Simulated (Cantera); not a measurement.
Input: 1 mol Si3N4, 0.039 mol C, 0.021 mol H2, equilibrated at 1723.15 K.

Method: chemical equilibrium by Gibbs-energy minimisation in Cantera with the NASA 1993 tables (ideal gas, pure condensed phases). Candidate condensed phases: C, C6H6, C7H8, C8H18, Si, SiC, Si3N4; 105 gas species. Mutual solubility and eutectic melting of coexisting phases are not modelled. The tables' values for SiN are old estimates; treat these amounts as uncertain. Kinetics and transport are ignored.

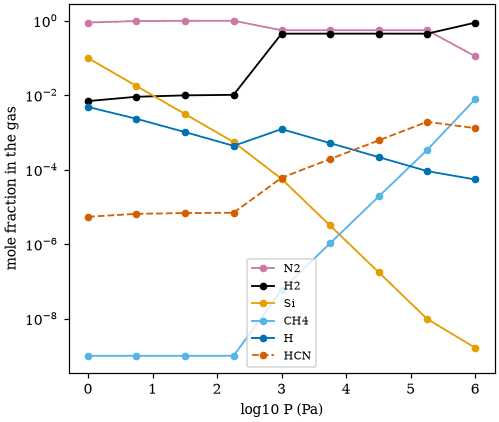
*Equilibrium gas composition (values under 1e-9 drawn at 1e-9)*

Read off the mole fractions at 10.0 bar.

H2 about 0.88, N2 about 0.11, CH4 about 0.0078, HCN about 0.0013, H about 5.4e-5.
